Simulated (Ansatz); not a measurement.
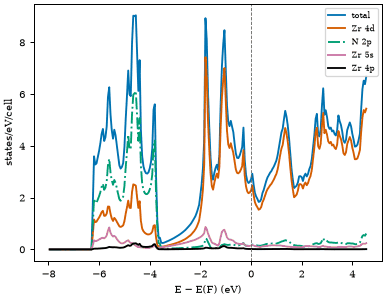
Figure. Total and projected density of states of Zr$_{2}$N (anti-rutile, space group No. 136), r²SCAN in the plane-wave PAW code Ansatz

Problem. Which orbitals carry the states next to the Fermi level?

Solution. Within 0.5 eV of the Fermi level: Zr 4d 83 %, N 2p 6 %, Zr 5s 5 %. Projections are on Löwdin-orthogonalised atomic valence shells; empty p or d shells of many metals are not among them.

Problem. Where is the tallest occupied peak in this window, and what makes it?

Solution. Near -4.5 eV, about 9.0 states/eV per cell; the largest projected share is N 2p.

Space group P4_2/mnm (anti-rutile). The first step of the workflow began from a Materials Project structure, measured or hypothetical; the Crystallography Open Database copy checked does not list it. Whether it is the stable phase at ambient conditions was not checked. Symmetry was held in the r²SCAN relaxation; whether a distortion lowers the energy is not shown. The run is not spin-polarised. Scalar-relativistic: spin–orbit coupling is off unless named, which matters more the heavier the elements.

Potentials: the later of the program's two PAW sets.
